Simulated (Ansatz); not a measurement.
**doublet GeH3: levels of theory compared**

We compute a comparison of 6 runs (UHF/STO-3G, UB3LYP/STO-3G, UBHLYP/STO-3G, USVWN5/STO-3G, UCCSDT/STO-3G, UCCSD(T)/STO-3G) of doublet GeH3. 

Program for the calculation: Ansatz 0.2.0.

5 further runs of the same task are left out: 4 that didn't finish, 1 set aside as unsound or not needed.

## Step 1: The structure to begin with

The species is GeH3 (4 atoms), meant as a doublet with charge 0. SMILES of the parent species: `[H][Ge-]([H])[H]`. The shape comes from GFN2-xTB, which is rough for such elements, and wasn't checked as a minimum. That shape belongs to the parent species and isn't relaxed for this state.

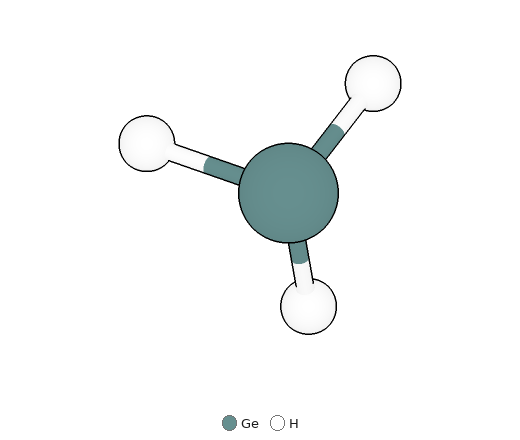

Viewed from a chosen angle; germanium teal, hydrogen white.

## Step 2: A single-point energy at UHF/STO-3G (run 1)

Contents of job.yaml:

```yaml
crystal:
  periodic: [false, false, false]
  atoms:
    - {symbol: Ge, position_ang: [-0.007520, 0.005800, 0.768010]}
    - {symbol: H, position_ang: [1.421950, -0.031460, -0.244430]}
    - {symbol: H, position_ang: [-0.677460, 1.249470, -0.271720]}
    - {symbol: H, position_ang: [-0.736970, -1.223820, -0.251850]}
basis:
  gaussian:
    orbitals: STO-3G
magnetization:
  spin_polarized: true
  initial_magnetization: 1
hamiltonian:
  xc: hf
accuracy: high
```

The run is started by

```console
$ ansatz run job.yaml --threads 1 --pin off --max-ram 2610MiB --events-out events.jsonl --progress --plain --runs-dir runs
```

The program printed:

```text
Warning: RAYON_NUM_THREADS=1 ignored (pool sized by the plan → 1); use --threads N
Functional definition: HF
  name "HF"
  exchange = exact_x
  correlation = 0
256 factors; integrals over basis functions are off by at most 1.4e-8 eV
mean field evaluation 1: about -55873.3395 eV, gradient 6.2e0 eV
mean field evaluation 2: about -55873.3444 eV, gradient 6.2e0 eV
mean field evaluation 4: about -55873.9051 eV, gradient 6.6e-1 eV
mean field evaluation 8: about -55873.9186 eV, gradient 1.0e-2 eV
mean field -55873.91856985 eV, -2053.3286347396 hartree, gradient 9.9e-8 eV, S^2 0.750903; 0 other end points of the search recorded, 0 dependent functions left out
reference -55873.91856985 eV, -2053.3286347396 hartree; 18, 17 occupied and 3, 4 virtual orbitals, 256 factors
Total energy: -55873.91856985 eV, -2053.3286347396 hartree
```

Run time: 0.14 s. Hardware: 1 thread of Arm Neoverse V1, shared host.

## Step 3: A single-point energy at UB3LYP/STO-3G (run 2)

Contents of run.yaml:

```yaml
crystal:
  periodic: [false, false, false]
  atoms:
    - {symbol: Ge, position_ang: [-0.007520, 0.005800, 0.768010]}
    - {symbol: H, position_ang: [1.421950, -0.031460, -0.244430]}
    - {symbol: H, position_ang: [-0.677460, 1.249470, -0.271720]}
    - {symbol: H, position_ang: [-0.736970, -1.223820, -0.251850]}
basis:
  gaussian: {orbitals: STO-3G}
hamiltonian: {xc: {name: B3LYP}}
accuracy: high
magnetization: {spin_polarized: true, initial_magnetization: 1}
```

The run is started by

```console
$ ansatz run run.yaml --threads 1 --pin off --max-ram 2610MiB --events-out events.jsonl --progress --plain --runs-dir runs
```

The program printed (excerpt; [...] marks lines left out):

```text
Warning: RAYON_NUM_THREADS=1 ignored (pool sized by the plan → 1); use --threads N
Functional definition: B3LYP
  name "B3LYP"
[...]
256 factors; integrals over basis functions are off by at most 1.4e-8 eV
[...]
mean field -55910.43585813 eV, -2054.6706203318 hartree, gradient 1.6e-8 eV, S^2 0.750502; 6 other end points of the search recorded, 0 dependent functions left out
reference -55910.43588276 eV, -2054.6706212368 hartree; 18, 17 occupied and 3, 4 virtual orbitals, 256 factors
Total energy: -55910.43588276 eV, -2054.6706212368 hartree
```

Run time: 7.8 s. Hardware: 1 thread of Arm Neoverse V1, shared host; peak memory 0.11 GiB.

Run 3 isn't shown in full; the table further down has it.

## Step 4: The energy at USVWN5/STO-3G (run 4)

run.yaml, as its differences from that of step 3:

```diff
@@ -9,4 +9,4 @@
   gaussian: {orbitals: STO-3G}
-hamiltonian: {xc: {name: B3LYP}}
 accuracy: high
+hamiltonian: {xc: {name: SVWN5}}
 magnetization: {spin_polarized: true, initial_magnetization: 1}
```

The run is started by

```console
$ ansatz run run.yaml --threads 1 --pin off --max-ram 2610MiB --events-out events.jsonl --progress --plain --runs-dir runs
```

The program printed:

```text
Warning: RAYON_NUM_THREADS=1 ignored (pool sized by the plan → 1); use --threads N
Functional definition: SVWN5
  name "SVWN5"
  exchange = slater_x
  correlation = vwn5_c
256 factors; integrals over basis functions are off by at most 1.4e-8 eV
mean field evaluation 1: about -55671.3663 eV, gradient 1.8e2 eV
mean field evaluation 2: about -55776.5772 eV, gradient 4.4e1 eV
mean field evaluation 4: about -55720.7505 eV, gradient 1.3e2 eV
mean field evaluation 8: about -55796.8015 eV, gradient 3.7e1 eV
mean field evaluation 16: about -55817.9465 eV, gradient 1.9e-1 eV
mean field evaluation 32: about -55817.9562 eV, gradient 2.2e-3 eV
mean field evaluation 64: about -55817.9542 eV, gradient 8.2e-2 eV
mean field -55817.95616672 eV, -2051.2720543575 hartree, gradient 2.6e-8 eV, S^2 0.750371; 6 other end points of the search recorded, 0 dependent functions left out
reference -55817.95616837 eV, -2051.2720544181 hartree; 18, 17 occupied and 3, 4 virtual orbitals, 256 factors
Total energy: -55817.95616837 eV, -2051.2720544181 hartree
```

It took 2.6 s on 1 thread of Arm Neoverse V1, shared host; peak memory 0.097 GiB.

Run 5 isn't shown in full; the table further down has it.

## Step 5: A single-point energy at UCCSD(T)/STO-3G (run 6)

Contents of input.yaml:

```yaml
crystal:
  periodic: [false, false, false]
  atoms:
    - {symbol: Ge, position_ang: [-0.007520, 0.005800, 0.768010]}
    - {symbol: H, position_ang: [1.421950, -0.031460, -0.244430]}
    - {symbol: H, position_ang: [-0.677460, 1.249470, -0.271720]}
    - {symbol: H, position_ang: [-0.736970, -1.223820, -0.251850]}
basis:
  gaussian: {orbitals: STO-3G}
magnetization: {spin_polarized: true, initial_magnetization: 1}
correlation: {method: ccsd_t, frozen_orbitals: {Ge: 9, H: 0}}
accuracy: high
scf: {omitted_lower_state_checks: [cluster_reference, increment]}
```

The run is started by

```console
$ ansatz run input.yaml --threads 1 --pin off --max-ram 2610MiB --events-out events.jsonl --progress --plain --runs-dir runs
```

The program printed (excerpt; [...] marks lines left out):

```text
Warning: RAYON_NUM_THREADS=1 ignored (pool sized by the plan → 1); use --threads N
[... 2 set-up lines as earlier in the session ...]
[...]
256 factors; integrals over basis functions are off by at most 1.4e-8 eV
[...]
mean field -55873.91856985 eV, -2053.3286347396 hartree, gradient 9.9e-8 eV, S^2 0.750903; 0 other end points of the search recorded, 0 dependent functions left out
9 core orbitals not correlated: weight in the atoms' cores, before any rotation towards them, 1.000 or more for the frozen orbitals, at most 0.000 for the correlated occupied ones
reference -55873.91856985 eV, -2053.3286347396 hartree; 9, 8 occupied and 3, 4 virtual orbitals, 256 factors
second order -1.27855394 eV of doubles, -0.00000000 eV of singles
cycle   1  -1.75512181 eV  change   -4.8e-1 eV  update   7.1e-2
[...]
cycle  24  -2.08589890 eV  change  -3.6e-10 eV  update  4.9e-10
perturbative correction -0.02176454 eV, -0.0007998321 hartree
Total energy: -55876.02623329 eV, -2053.4060899425 hartree
Checks for a lower state left out: cluster_reference, increment
```

Wall time 0.24 s (1 thread of Arm Neoverse V1, shared host).

## Step 6: The series

| run | level | frozen core orbitals | energy (Eh) | ⟨S²⟩ | wall time |
| --- | --- | --- | --- | --- | --- |
| 1 | UHF/STO-3G | – | -2053.328635 | 0.751 | 0.14 s |
| 2 | UB3LYP/STO-3G | – | -2054.670621 | 0.751 | 7.8 s |
| 3 | UBHLYP/STO-3G | – | -2054.738533 | 0.752 | 1.6 s |
| 4 | USVWN5/STO-3G | – | -2051.272054 | 0.750 | 2.6 s |
| 5 | UCCSDT/STO-3G | 9 | -2053.406612 | 0.751 | 0.62 s |
| 6 | UCCSD(T)/STO-3G | 9 | -2053.406090 | 0.751 | 0.24 s |

## Step 7: What came out

```
                                          quantity           value
                               run 6: total energy  -2053.40609 Eh
run 6: correlation energy (9 core orbitals frozen)       -77.5 mEh
                             run 6: (T) correction       -0.80 mEh
          run 6: ⟨S²⟩ of the reference determinant           0.751
                              run 6: T1 diagnostic           0.005
```

Below the UHF energy at the same shape and in the same basis (STO-3G): UCCSDT -78.0 mEh; UCCSD(T) -77.5 mEh. Totals of different functionals can't be ranked against each other. In runs 1, 2, 3, 4, 5, 6 the basis is minimal, so the values are rough. All runs together took 13 s, the longest 7.8 s.
